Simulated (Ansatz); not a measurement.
Input

```
crystal:
  periodic: [false, false, false]
  atoms:
    - {symbol: Sn, position_ang: [-0.312686, 3.644011, -0.631907]}
    - {symbol: Sn, position_ang: [-1.803961, 0.203708, 0.468395]}
    - {symbol: Sn, position_ang: [1.183450, -1.800518, -2.376928]}
    - {symbol: Sn, position_ang: [0.644076, 0.964511, -1.248006]}
    - {symbol: Sn, position_ang: [1.519996, -0.303889, 1.425971]}
    - {symbol: Cl, position_ang: [-0.701896, -1.176779, 2.428996]}
    - {symbol: Cl, position_ang: [1.915437, -2.512390, 0.060737]}
    - {symbol: Cl, position_ang: [-1.290094, -1.720534, -1.726549]}
    - {symbol: Cl, position_ang: [-1.154323, 2.701889, 1.599290]}
basis:
  gaussian: {orbitals: def2-SVP, initial_orbitals: start.molden}
total_charge: 1
magnetization: {spin_polarized: true, initial_magnetization: 1}
hamiltonian: {xc: pbe0, dispersion: d4}
scf: {omitted_lower_state_checks: [starts]}
output: {forces: true, orbitals: {seedname: orbitals}}
```

Command:

```sh
ansatz run in.yaml --threads 4 --pin off --events-out ev --progress --plain --max-ram 6963MiB
```

Geometry: PBE-D4/def2-SVP; core potentials replace the inner electrons of Sn.

Method: UKS PBE0-D4/def2-SVP (Ansatz 0.2.0).

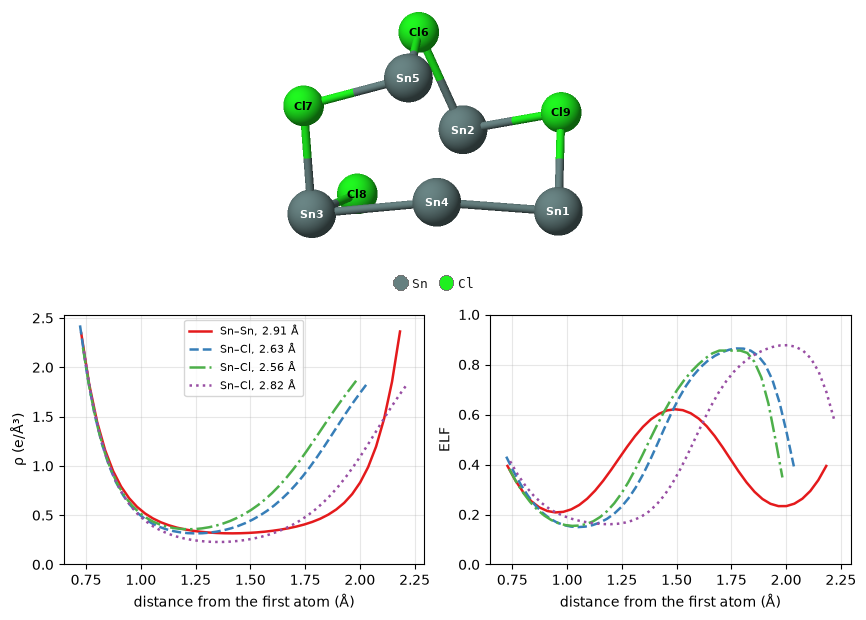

Cl$_{4}$Sn$_{5}$ (charge +1, doublet). Electron density and electron localisation function along straight lines between neighbouring atoms. The curves leave out the atomic cores. The structure is drawn too.

### Compare the contacts.

Sn–Sn (2.91 Å): ρ is about 0.32 e/Å³ halfway; the ELF peaks at about 0.60 between the atoms.
Sn–Cl (2.63 Å): ρ is about 0.32 e/Å³ halfway; the ELF peaks at about 0.85 in the valence shell of Cl, 0.9 Å from its nucleus, and drops to about 0.15 between the two atoms.
Sn–Cl (2.56 Å): ρ is about 0.37 e/Å³ halfway; the ELF peaks at about 0.85 in the valence shell of Cl, 0.9 Å from its nucleus, and drops to about 0.15 between the two atoms.
Sn–Cl (2.82 Å): ρ is about 0.23 e/Å³ halfway; the ELF peaks at about 0.90 in the valence shell of Cl, 0.8 Å from its nucleus, and drops to about 0.15 between the two atoms.
